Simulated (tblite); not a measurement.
# H34Si26: the cost of one run

Programs: tblite 0.8.0 and PySCF 2.14.0, with routines of our own; each step states its level. All values are computed. Atoms count from 0.

### 1 The starting structure

60 atoms, charge 0, multiplicity 1; geometry from: force field, distance geometry or constructed start.

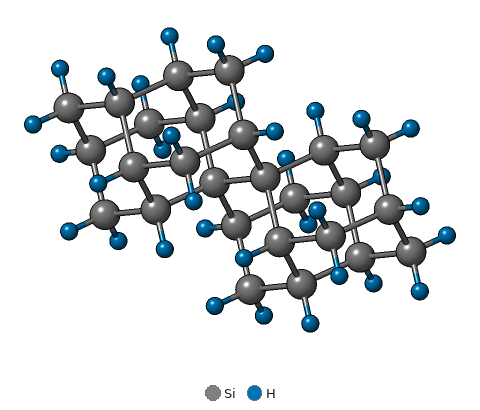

The starting geometry (silicon grey, hydrogen blue).

### 2 Relaxing the molecule with GFN2-xTB

Job settings and geometry (Å):

```
{"job": {"kind": "relax", "xc": "GFN2-xTB", "basis": "xTB"}, "charge": 0, "multiplicity": 1}
Si    -3.389500    -0.680700    -2.038200
Si    -3.397600    -0.676300     3.387500
Si    -3.389200    -3.396700     0.679900
Si    -0.679600    -0.674500     0.672700
Si    -2.037600    -2.037800    -0.675500
Si    -4.755400    -2.037100     2.034000
Si    -6.109800    -0.677200     0.675600
Si    -0.675500     2.039300    -2.035100
Si    -2.033900     0.676800    -3.394800
Si    -3.397200     2.035800     0.680500
Si    -2.038700     3.393200    -0.681000
Si    -2.039100     0.676900     2.036600
Si    -4.755500     0.679600    -0.673900
Si     2.038800    -0.679500    -2.039300
Si     2.034400    -0.673800     3.394600
Si     2.034700    -3.393800     0.685200
Si     4.752500    -0.677000     0.679800
Si     3.393300    -2.040000    -0.679900
Si     0.678300    -2.034800     2.039100
Si     4.754900     2.037500    -2.033900
Si     3.392100     0.682700    -3.392900
Si     6.109000     0.680400    -0.679100
Si     2.040000     2.041200     0.685500
Si     3.390200     3.390100    -0.680400
Si     3.394900     0.681500     2.037500
Si     0.672800     0.678000    -0.676400
H     -4.225100    -1.508000    -2.868700
H     -2.563600    -1.509700     4.227000
H     -4.225200     0.152900     4.223800
H     -2.561900    -4.225400     1.513700
H     -4.222200    -4.225200    -0.153600
H     -1.207100    -2.866700    -1.510100
H     -5.584500    -2.867900     2.866100
H     -6.939200    -1.511600    -0.148800
H     -6.940100     0.154300     1.507000
H      0.153000     2.870200    -2.870900
H     -1.206000    -0.152400    -4.229900
H     -2.867100     1.512800    -4.228400
H     -4.224700     2.864100     1.510200
H     -2.872800     4.229200    -1.509100
H     -1.205300     4.223500     0.156300
H     -1.199300     1.504700     2.871700
H     -5.578600     1.511300    -1.513900
H      1.207800    -1.510800    -2.869800
H      2.864300    -1.508600     4.228200
H      1.203300     0.154100     4.222400
H      2.870400    -4.225700     1.509700
H      1.204900    -4.223200    -0.150200
H      5.585100    -1.509900     1.510500
H      4.227700    -2.867300    -1.508300
H     -0.153400    -2.875300     2.871100
H      5.590100     2.869300    -2.868300
H      4.225400    -0.152900    -4.225700
H      2.559600     1.508700    -4.228800
H      6.942000    -0.153400    -1.508800
H      6.940800     1.513300     0.153100
H      1.211800     2.862300     1.508400
H      2.565700     4.233400    -1.511000
H      4.225900     4.225100     0.156500
H      4.224900     1.512300     2.867000
```

Started as:

```
> OMP_NUM_THREADS=4 python large_run.py task.json out
```

This one command runs all jobs of the session in turn.

**Question.** How long does this first job take on 4 threads of Arm Neoverse V2, shared host, and how much memory does it need?

About 5.4 s, with a peak of 0.17 GiB.
